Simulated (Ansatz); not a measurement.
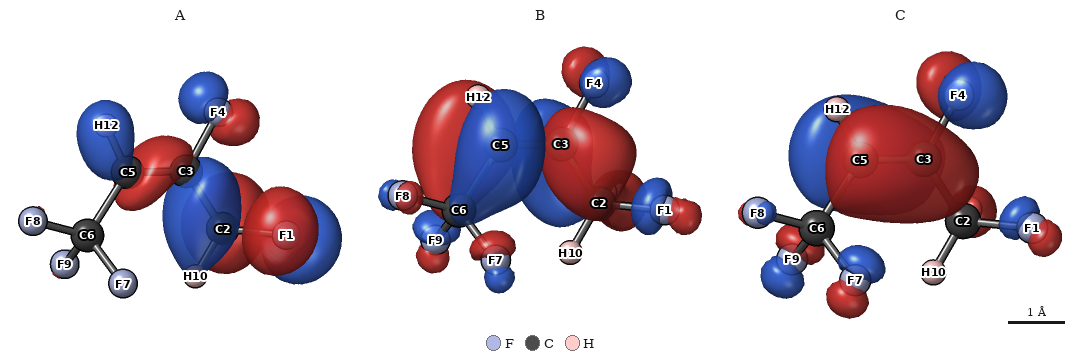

C$_{4}$H$_{3}$F$_{5}$ (SMILES FCC(F)=CC(F)(F)F). Three frontier orbitals at ±0.1 Å⁻³ᐟ² (blue and red are the two phases), in no order.

Geometry: PBE0-D4/def2-TZVP.

All numbers below come from RKS PBE0-D4/def2-TZVPP in Ansatz 0.2.0.

| atom | x (Å) | y (Å) | z (Å) |
| --- | --- | --- | --- |
| F | 1.6241 | -1.8809 | -0.8324 |
| C | 0.9167 | -0.7266 | -1.0797 |
| C | 0.9938 | 0.1728 | 0.1029 |
| F | 2.2458 | 0.5173 | 0.3967 |
| C | 0.0057 | 0.6651 | 0.8335 |
| C | -1.4333 | 0.3396 | 0.6088 |
| F | -1.6844 | -0.9772 | 0.6516 |
| F | -2.1858 | 0.9197 | 1.5469 |
| F | -1.8808 | 0.7719 | -0.5835 |
| H | -0.1166 | -0.9837 | -1.3108 |
| H | 1.3721 | -0.2262 | -1.9409 |
| H | 0.2198 | 1.3528 | 1.6408 |

### Which picture is the HOMO−1, the HOMO and the LUMO?

A is the HOMO−1 (−10.50 eV). It lies mainly on F1 (about 45 %), C2 (about 20 %), H11 (about 10 %) and C3 (about 10 %). C is the HOMO (−8.65 eV). By Hirshfeld shares it lies mainly on C5 (about 40 %), C3 (about 30 %) and F4 (about 10 %); π-bonding across C5–C3. B is the LUMO (−1.27 eV). By Hirshfeld shares it lies mainly on C3 (about 30 %), C5 (about 30 %), C2 (about 10 %) and C6 (about 5 %).

### What is the HOMO–LUMO gap?

7.38 eV between the orbital energies.
